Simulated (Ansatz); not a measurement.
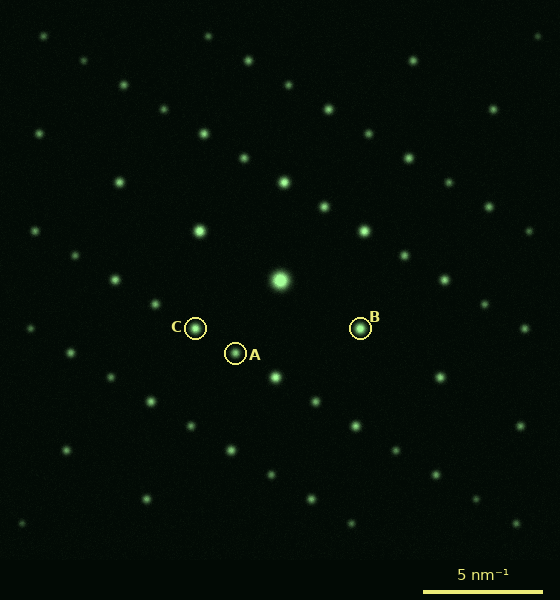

Kinematic zone-axis pattern, calculated for 200 keV electrons with B = 0.5 Å². The zone axis points towards the electron source and the pattern is seen from the source side.

The sample is Hf, space group P6_3/mmc (No. 194), a = 3.21 Å, c = 5.06 Å (hexagonal axes). Structure: the geometry relaxed at fixed volume with DFT r2SCAN, scalar-relativistic, plane waves, PAW (Ansatz 0.2.0).

Spot A is indexed 0 -1 0 and spot B 0 0 -2.

What are the indices of the remaining marked spot?

Answer. C = A − (1/2)B = 0 -1 1 (d = 2.433 Å).

Which zone axis is this?

Answer. The cross product of A and B is parallel to [100]; every spot obeys hu + kv + lw = 0.

What are the spacings of A and B and the angle between them?

Answer. d(A) = 2.776 Å, d(B) = 2.529 Å, and the angle is 90.0°.
